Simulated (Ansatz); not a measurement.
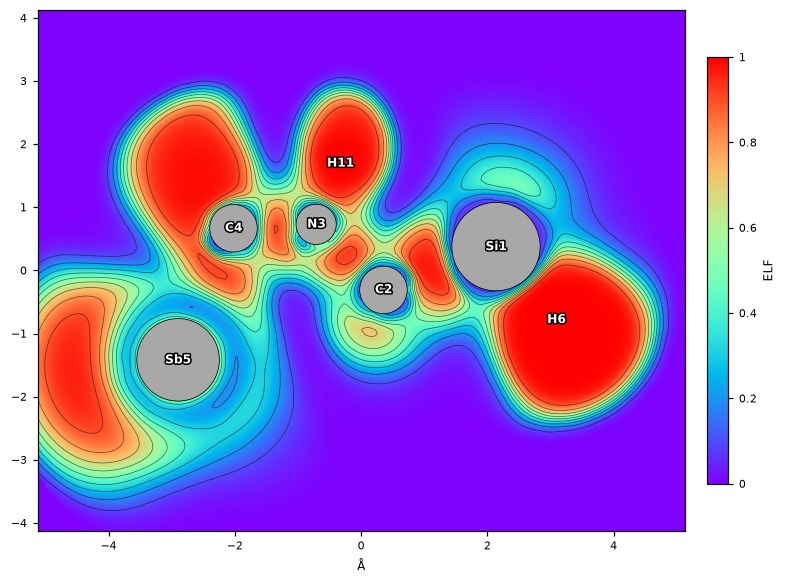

Figure. C₂H₈NSbSi. ELF on the plane of atoms C2, Si1 and H6. Grey discs cover the atomic cores.

Core potentials replace the inner electrons of Sb.

Theory: Ansatz 0.2.0, RKS PBE-D4/def2-SVP.

```tsv
atom	x (Å)	y (Å)	z (Å)
Si	-1.9865	0.1344	1.0973
C	-0.2467	0.1232	0.3098
N	-0.1440	-0.6463	-0.9601
C	0.8473	-0.8870	-1.7832
Sb	2.8344	0.0259	-1.2074
H	-1.9324	0.9563	2.3525
H	-2.9805	0.7311	0.1384
H	-2.4133	-1.2705	1.4244
H	0.4858	-0.2903	1.0360
H	0.0793	1.1682	0.1182
H	-1.0444	-1.0730	-1.2465
H	2.7752	-0.3854	0.4946
H	2.2129	1.6134	-0.8065
```

### What do the fields say about this system?

- The section cuts through Si, C, N, Sb and H sites.
- C–N (1.31 Å): the ELF peaks at about 0.90 between the atoms (a covalent bond).
- C–Si (1.91 Å): the ELF peaks at about 0.95 between the atoms, as expected for localised, covalent bonding.
- C–Sb (2.26 Å): the ELF peaks at about 0.90 in the valence shell of C, 0.7 Å from its nucleus, and drops to about 0.20 between the two atoms.
- N–H (1.04 Å): the ELF climbs to about 1 towards the hydrogen, as it does in any bond to H (a covalent bond by its length).
- C–N (1.49 Å): the ELF peaks at about 0.90 between the atoms (localised, covalent bonding).
- The ELF also peaks beside C4, away from the bonds: lone-pair regions.
